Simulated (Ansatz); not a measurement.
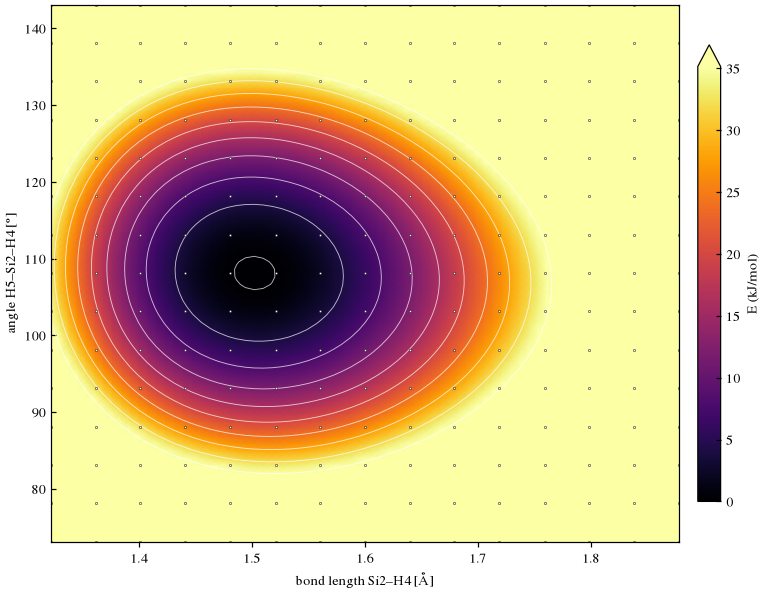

BH4Si, SMILES [BH][SiH3], spin multiplicity 2. The first coordinate is: bond length Si2–H4; the second: angle H5–Si2–H4. Nothing is relaxed (all other coordinates rigid). The scan uses a 15 × 15 grid. Points are written as (first, second). Energies are in kJ/mol, from the lowest grid point. Theory: UKS PBE-D4/def2-TZVP (Ansatz 0.2.0).

The picture shows a smooth colour map with a few white contour lines, dots at the grid points, one colour for all values above the top of the scale. Between grid points the surface is interpolated.

Where is the minimum, and how stiff is the well along each coordinate?

The interpolated minimum is at bond length Si2–H4 ≈ 1.502 Å, angle H5–Si2–H4 ≈ 108.1°. The curvatures there are about 16 eV/Å² and 3.7 eV/rad², with a cross term of about 0.3 eV/(Å·rad). Round the minimum the two coordinates are nearly uncoupled. (1 eV is 96.5 kJ/mol.)
